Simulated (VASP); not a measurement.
Band structure of CdAu₃ (space group I4/mmm). Level of theory: PBEsol GGA, VASP's PBE PAW potentials (set 64) (plane waves; VASP).

Unless said otherwise, spin-orbit coupling is left out, though it shifts the bands of the heavy elements here.

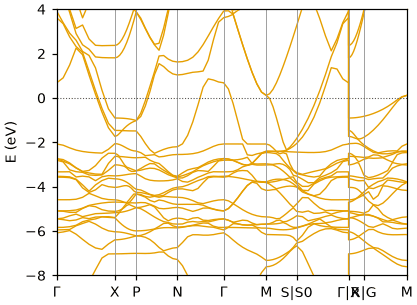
Figure: Bands along high-symmetry lines, zero at the valence-band maximum or, without a gap, the Fermi level

Question: Read the plot: is there a gap, and where are the band edges?

Answer: It has no gap at this level: it comes out as a metal or semimetal. (Edges off the drawn lines would not show.)

The structure comes from a computed database's CdAu3 entry (I4/mmm); how it stands against other phases isn't given here. It was relaxed first. The electron count is odd and the run is not spin-polarised, which forces a metal.
